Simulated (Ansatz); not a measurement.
Fields on a plane of BAs (zinc blende)

```
BAs
1.0
    0.00000     2.39195     2.39195
    2.39195     0.00000     2.39195
    2.39195     2.39195     0.00000
As B
1 1
Direct
  0.75000   0.75000   0.75000
  0.00000   0.00000   0.00000
```

The slice is a {100} plane (indices of the conventional cell) through the point (0.750, 0.750, 0.750) (fractional), spanned by u = [100] and v = [0 1 -1] in vectors of this cell: u (3.38 Å) and v (3.38 Å, at 90° to u). It covers one period; positions are fractions (u, v).

Atoms on it: As at (0.00, 0.00).

Method: r2SCAN (plane waves to 500 eV, PAW, scalar-relativistic; Ansatz, a quantum-chemistry and plane-wave program). k mesh 12×12×12. Inside the PAW spheres the values are not all-electron values, and peaks at nuclei hang on which shells count as valence. BAs was relaxed with its symmetry unable to fall.

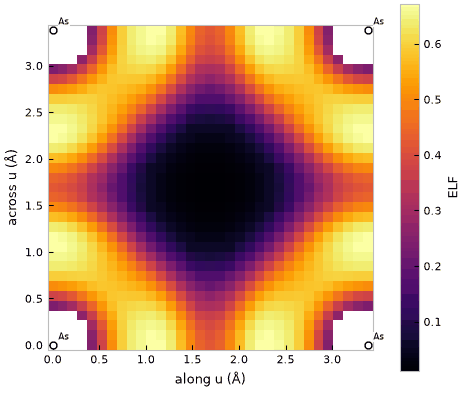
Figure. Electron localisation function (ELF), one period of the plane, atoms marked. Points within 0.4 Å of a nucleus are left white, as the pseudised field means little there.

| v \ u | 0.00 | 0.12 | 0.25 | 0.38 | 0.50 | 0.62 | 0.75 | 0.88 |
|---|---|---|---|---|---|---|---|---|
| 0.88 | x | x | <-1.0 | 3.8 | 5.4 | 3.8 | <-1.0 | x |
| 0.75 | x | <-1.0 | 2.1 | 5.7 | 6.5 | 5.7 | 2.1 | <-1.0 |
| 0.62 | 2.7 | 3.8 | 5.7 | 6.8 | 7.1 | 6.8 | 5.7 | 3.8 |
| 0.50 | 4.8 | 5.4 | 6.5 | 7.1 | 7.3 | 7.1 | 6.5 | 5.4 |
| 0.38 | 2.7 | 3.8 | 5.7 | 6.8 | 7.1 | 6.8 | 5.7 | 3.8 |
| 0.25 | x | <-1.0 | 2.1 | 5.7 | 6.5 | 5.7 | 2.1 | <-1.0 |
| 0.12 | x | x | <-1.0 | 3.8 | 5.4 | 3.8 | <-1.0 | x |
| 0.00 | x | x | x | 2.7 | 4.8 | 2.8 | x | x |

Values: electrostatic potential energy of an electron, from the cell's mean, in eV. Points within 0.9 Å of a nucleus are blanked (x), as the pseudised field means little there. Values under -1 eV are set to -1. The zero, the cell's mean, hangs on the PAW cores.
